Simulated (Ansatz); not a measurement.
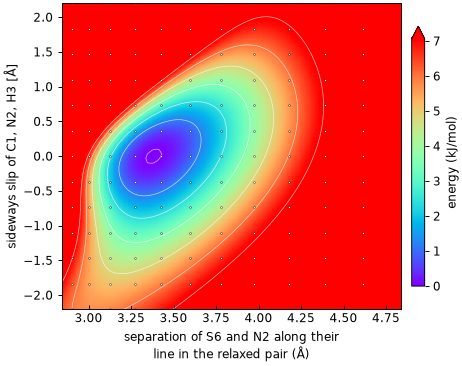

The pair CHN···CS₂. Coordinates scanned: (1) separation of S6 and N2 along their line in the relaxed pair; (2) sideways slip of C1, N2, H3. Nothing is relaxed (both partners rigid). The scan uses a 13 × 13 grid. Points are written as (first, second). Energies: kJ/mol, counted from the lowest grid point. The restricted reference is unstable at some or all points, so the energies there are unreliable. All numbers below come from Ansatz 0.2.0, RHF-MP2, frozen core/def2-SVPD.

Drawn: a smooth colour map with a few white contour lines, dots at the grid points, one colour for all values above the top of the scale. Between grid points the surface is interpolated.

Where is the minimum, and how stiff is the well along each coordinate?

Answer. The interpolated minimum is at the first coordinate ≈ 3.381 Å, sideways slip of C1, N2, H3 ≈ 0.00 Å. The curvatures there are about 0.57 eV/Å² and 0.12 eV/Å², with a cross term of about −0.1 eV/Å². Round the minimum the valley is somewhat tilted: raising the first coordinate shifts the best value of sideways slip of C1, N2, H3 upwards (coupling k₁₂/√(k₁₁k₂₂) about −0.4). (1 eV is 96.5 kJ/mol.)
